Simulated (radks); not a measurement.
## Atomic calculation, with input and output: Hf

System: the neutral hafnium atom in the configuration [Xe] 4f14 5d2 6s2.
Method: scalar-relativistic Kohn-Sham, MS2 meta-GGA, spin-unpolarised, spherical densities, finite nucleus (the in-house radial solver radks).

Input file:
```
Z 72
configuration [Xe] 4f14 5d2 6s2 6p0 7s0
relativity scalar-relativistic
functional ms2,regtpss
spin unpolarised
nucleus finite rms 5.347 fm
c 137.035999084
```

Energies in input and log are in hartree, lengths in bohr (the nuclear radius in fm).

Hardware: 1 CPU thread, shared host.

Launched within a batch (the task file carries these settings):
```bash
python <driver script> task.json out
```

The program's output:
```
1s      1   2.0000       -2400.28244389
2s      1   2.0000        -410.83286821
2p      1   6.0000        -360.55094557
3s      1   2.0000         -93.81275323
3p      1   6.0000         -78.73414787
3d      1  10.0000         -60.92827661
4s      1   2.0000         -18.99495814
4p      1   6.0000         -14.04063553
4d      1  10.0000          -7.63864318
4f      1  14.0000          -0.61868017
5s      1   2.0000          -2.46399317
5p      1   6.0000          -1.30932254
5d      1   2.0000          -0.09860524
6s      1   2.0000          -0.18770730
6p      1   0.0000          -0.04931491
7s      1   0.0000          -0.00199306
Etot -15075.667943201466
Ekin 16514.012330255035
Encl -37188.43136328882
Eh 5905.302115158906
Exc -306.55102532658447
err 5.898479393678133e-06
it 13
```

Orbitals:

```
orbital  occupation  energy (eV)  ⟨r⟩ (bohr)  outer maximum (bohr)
     1s           2     −65315.0     0.01898                0.0119
     2s           2     −11179.3     0.08033                0.0680
     2p           6      −9811.1     0.07172                0.0557
     3s           2      −2552.8      0.2084                 0.192
     3p           6      −2142.5      0.2084                 0.190
     3d          10      −1657.9      0.1890                 0.155
     4s           2     −516.879      0.4679                 0.437
     4p           6     −382.065      0.4972                 0.458
     4d          10     −207.858      0.5349                 0.471
     5s           2      −67.049       1.136                  1.02
     5p           6      −35.628       1.344                  1.16
     4f          14      −16.835      0.6776                 0.455
     6s           2       −5.108       3.442                  2.90
     5d           2       −2.683       2.507                  1.69
     6p           0       −1.342       5.065                  4.05
```

Slater integrals of the outer shells (hartree):

```csv
integral,value
"F0(5d,5d)",0.3681
"F2(5d,5d)",0.1776
"F4(5d,5d)",0.1130
"F0(5d,6s)",0.2952
"G2(5d,6s)",0.1013
"F0(5d,4f)",0.5004
"F2(5d,4f)",0.1001
"F4(5d,4f)",0.0456
```

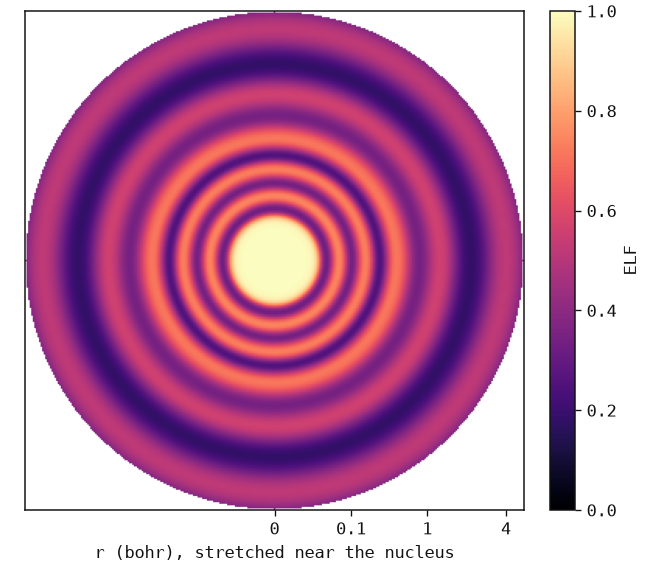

Figure 1. The electron localisation function as a disc about the nucleus, with the radius drawn as r to the power 0.3. Rings of low ELF, its minima, lie near r = 0.028, 0.10, 0.30, 0.85 and 2.3 bohr and part the shells. Its maxima away from the nucleus lie near 0.058 bohr (0.74), 0.18 bohr (0.73), 0.48 bohr (0.72), 1.3 bohr (0.56) and 4.1 bohr (0.52).

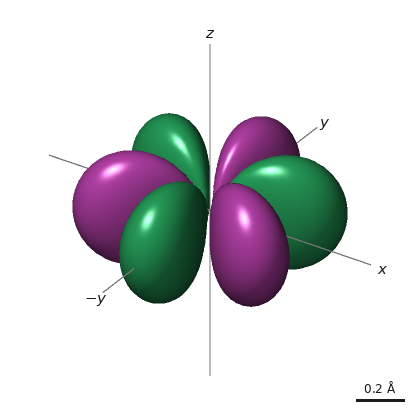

Figure 2. The 4f(y(3x²−y²)) orbital. The surface of constant |ψ| that holds about 80 % of the electron is drawn, green where ψ is positive and pink where it is negative. The radial function comes from the spherical calculation and is multiplied by a real spherical harmonic; the overall sign is chosen so that the largest lobe of P(r) is positive; at the scalar-relativistic level it is the large component. It has three nodal planes that hold the z axis and no radial node. The maximum of P² lies at 0.455 bohr, ⟨r⟩ = 0.678 bohr, 90 % of the charge lies within 1.15 bohr, and the eigenvalue is −16.8 eV, with 14 electrons in the shell.

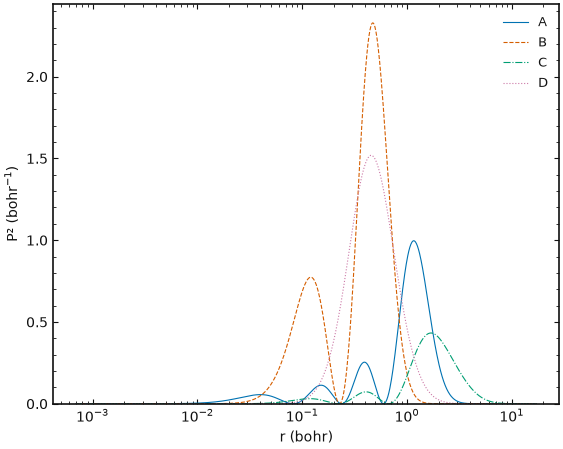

Figure 3. The radial probability densities P² of 5d, 5p, 4f and 4d. A is 5p; B is 4d; C is 5d; D is 4f. 4d: outer maximum at 0.471 bohr, ⟨r⟩ = 0.535 bohr, 1 node, eigenvalue −207.9 eV; 4f: outer maximum at 0.455 bohr, ⟨r⟩ = 0.678 bohr, 0 nodes, eigenvalue −16.8 eV; 5p: outer maximum at 1.16 bohr, ⟨r⟩ = 1.34 bohr, 3 nodes, eigenvalue −35.6 eV; 5d: outer maximum at 1.69 bohr, ⟨r⟩ = 2.51 bohr, 2 nodes, eigenvalue −2.68 eV.

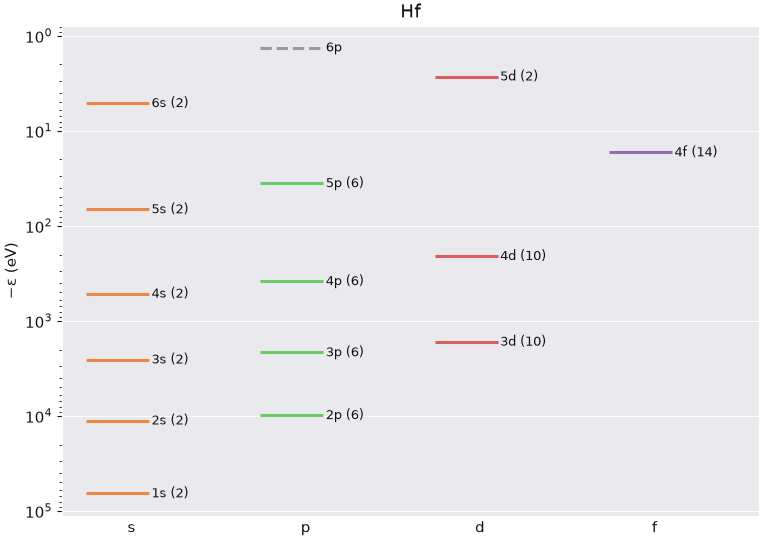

Figure 4. The occupied levels and a few empty ones, on a logarithmic scale of binding energy, are drawn (occupations in brackets, empty levels dashed). The highest occupied level is 5d at −2.68 eV. The highest 6 occupied levels, from the top down, are 5d (−2.68 eV), 6s (−5.11 eV), 4f (−16.8 eV), 5p (−35.6 eV), 5s (−67.0 eV), 4d (−207.9 eV). The lowest empty level drawn is 6p at −1.34 eV.

Results in brief:

| quantity | value |
| --- | --- |
| outcome | converged |
| total energy | −15075.6679 hartree |
| kinetic energy | 16514.0123 hartree |
| electron–nucleus energy | −37188.4314 hartree |
| Hartree energy | 5905.3021 hartree |
| exchange–correlation energy | −306.551025 hartree |
| radius at density 0.001 e/bohr³ | 4.99 bohr |
| SCF iterations | 13 |
